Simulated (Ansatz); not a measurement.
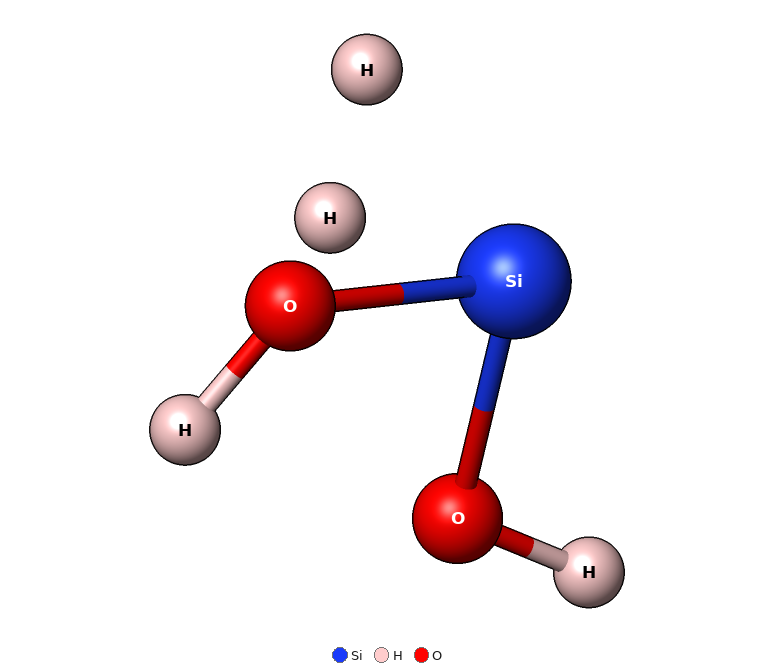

Harmonic vibrations computed with RKS PBE0-D4/def2-SVP (Ansatz 0.2.0) at a stationary point of the same level.

Is this a minimum or a saddle point?

Answer. A minimum: no imaginary frequency, and the lowest mode lies at 214 cm⁻¹.

List the wavenumbers.

Answer. 15 modes: 214, 277, 392, 404, 493, 653, 787, 812, 833, 905, 1415, 1671, 2102, 3860, 3915 cm⁻¹.
